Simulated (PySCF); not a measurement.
## EPR calculation of C4H8NSi

C4H8NSi, multiplicity 2, computed with UKS B3LYP, pcH-1 on C H N Si, non-relativistic, mean-field spin-orbit, GIAO (PySCF 2.14.0).

It belongs to a series of runs on one base structure; here: H removed from sp2 C.

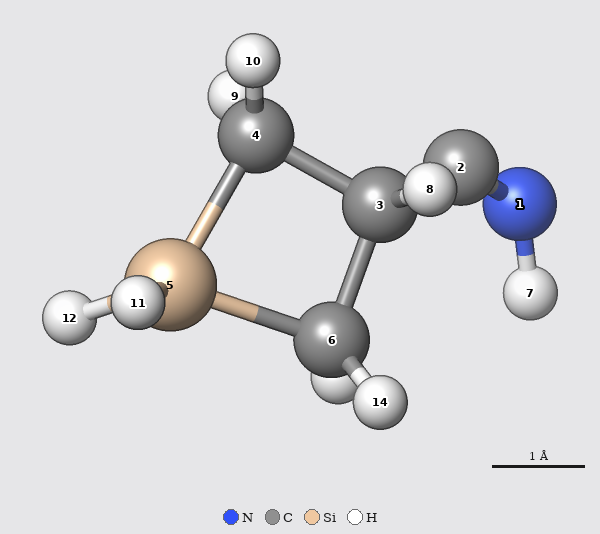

*The structure as given in the input (ball-and-stick view, seen at a tilt; atoms are numbered from 1 in the order of the input).*

Bond lengths as drawn: C–C 1.45 to 1.56 Å, C–H 1.09 Å, C–N 1.22 Å, C–Si 1.91 Å, H–N 1.02 Å and H–Si 1.46 Å.

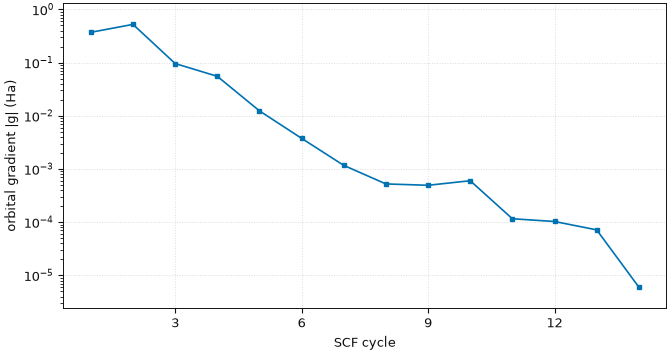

*Convergence of the self-consistent field: orbital gradient |g| against the SCF cycle.*

All cycles printed in the log are drawn one after another.

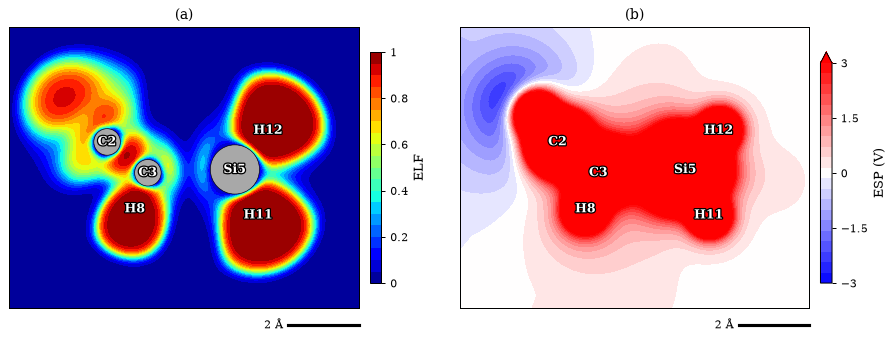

*(a) electron localisation function; (b) electrostatic potential on the plane of atoms H11, Si5 and H12. Grey discs, where drawn, cover atomic cores.*

The section cuts through C, Si and H sites. C–H (1.09 Å): the ELF climbs to about 1 towards the hydrogen, as it does in any bond to H; a covalent bond by its length. Si–H (1.46 Å): the ELF climbs to about 1 towards the hydrogen.

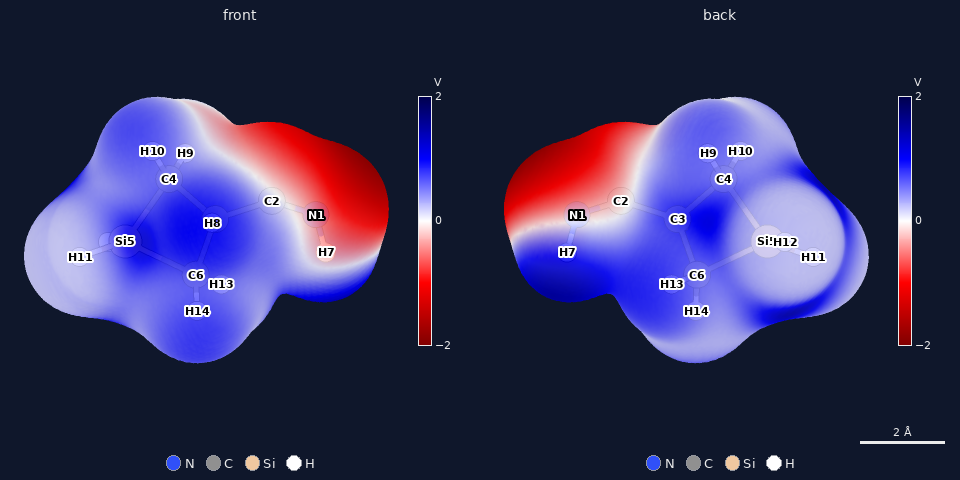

*The electrostatic potential painted on the density surface at 0.002 e/bohr³, seen at a tilt and from behind; red is negative and blue positive.*

These pictures come from the run below.

**The input**
```
{"job": {"kind": "epr", "basis": "pcH-1"}, "charge": 0, "multiplicity": 2}
N      2.555950    -0.789363    -0.945180
C      1.736044    -0.798501    -0.044583
C      0.320434    -0.680220     0.266130
C      0.002629     0.417083     1.312987
Si    -1.504560     0.993034     0.287539
C     -0.600696    -0.195728    -0.900295
H      2.381557    -0.696553    -1.950937
H     -0.017749    -1.653624     0.630918
H      0.806341     1.150219     1.365571
H     -0.151968     0.031907     2.317666
H     -2.794757     0.497574     0.766012
H     -1.560632     2.406560    -0.075493
H     -0.022505     0.316793    -1.668214
H     -1.150766    -0.999655    -1.384289
```

The first line tells a small driver script what to run in PySCF; the rest is the geometry in Å.

Command:
```bash
OMP_NUM_THREADS=1 python <driver script> task.json out
```

**The program's output**
```
UKS, coarse grid
  cycle   1  E = -501.33950371  |g| = 3.72e-01
  cycle   2  E = -501.27494229  |g| = 5.24e-01
  cycle   3  E = -501.40186979  |g| = 9.62e-02
  cycle   4  E = -501.40466768  |g| = 5.53e-02
  cycle   5  E = -501.40609541  |g| = 1.24e-02
  cycle   6  E = -501.40617140  |g| = 3.77e-03
  cycle   7  E = -501.40618189  |g| = 1.17e-03
  cycle   8  E = -501.40618496  |g| = 5.24e-04
UKS, final grid
  cycle   1  E = -501.40620933  |g| = 4.94e-04
  cycle   2  E = -501.40620939  |g| = 6.02e-04
  cycle   3  E = -501.40620958  |g| = 1.16e-04
  cycle   4  E = -501.40620961  |g| = 1.03e-04
  cycle   5  E = -501.40620962  |g| = 7.17e-05
  cycle   6  E = -501.40620962  |g| = 6.03e-06
E = -501.40620962 Eh   <S^2> = 0.7540 (exact 0.7500)
g shifts (ppm)      1          2          3
  rmc          -177       -177       -177
  gc             19         39        -74
  oz_so       -2479          8       1173
  total       -2637       -130        923
hyperfine (MHz)  atom isotope    a_iso     a_fc   dipolar eigenvalues
    0   14N     127.14     127.18     -8.80     -4.85     13.65
    1   13C     365.37     365.58    -56.92    -50.26    107.18
    2   13C      87.88      87.90     -8.67     -7.15     15.82
    3   13C      17.57      17.57     -1.26     -0.71      1.97
    4  29Si       0.98       0.97     -2.25      0.91      1.34
    5   13C      34.43      34.44     -6.24     -5.64     11.89
    6    1H     236.13     236.14     -7.74     -3.13     10.87
    7    1H       1.12       1.12     -7.36     -4.80     12.16
    8    1H      -0.71      -0.71     -4.09     -2.74      6.83
    9    1H      -1.02      -1.02     -2.55     -1.84      4.39
   10    1H      -0.99      -0.99     -0.86     -0.54      1.40
   11    1H       2.35       2.35     -0.78     -0.59      1.37
   12    1H      -1.02      -1.02     -4.80      0.11      4.69
   13    1H      -0.05      -0.05     -3.67     -0.89      4.56
```

**Results in brief**

| quantity | value |
| --- | --- |
| outcome | converged |
| total energy | −501.406210 hartree |
| ⟨S²⟩ | 0.754 |
| isotropic g | 2.0017 |
| hardware | 1 CPU thread, shared host |
| wall time | 59 s |
| peak memory | 0.89 GiB |
